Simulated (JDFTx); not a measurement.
- surface = TiAl3(101), Al outermost, slab composition Ti2Al7
- bulk = TiAl3, I4/mmm, lattice of mp-542915 (not re-optimised)
- slab = 9 atoms in 9 planes, 1x1, 6.8 Å between the outermost planes
- in-plane cell = 3.822 × 5.062 Å, 17.92 Å²
- cell height = 23.0 Å
- sampling = 6×6×1 k mesh, Fermi smearing 0.01 Ha, no spin polarisation

Whether this polymorph is the ambient one wasn't checked. Neither spin polarisation nor a larger cell was tried.

Level of theory: PBE, GBRV ultrasoft potentials, plane waves to 20/100 Ha; code: JDFTx (a modified build). Liquid on both sides: linear PCM (GLSSA13), water, 0.5 M NaF; nuclei fixed, outer atoms relaxed in vacuum. Potentials are on the SHE scale by the convention U = −μ/e − 4.44 V; references calibrated for a solvation model differ from this value. Both faces are the same ideal termination; reconstructions, overlayers and chemisorbed solvent are outside this model.

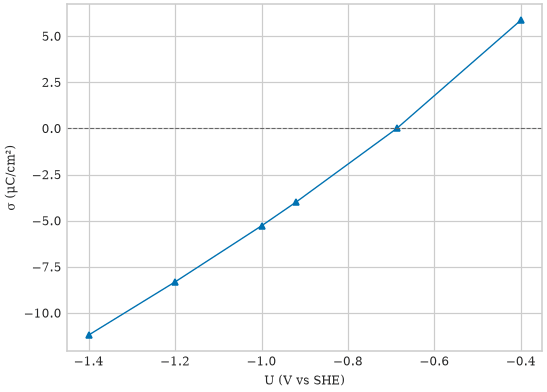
*Surface charge density of TiAl3(101) against potential*

**Question.** Read off the potential of zero charge and the mean capacitance σ/(U − U_pzc) at the computed points next to it.

**Answer.** U_pzc ≈ -0.69 V. At -0.92 V it is about 17 μF/cm². At -0.40 V it is about 20 μF/cm².
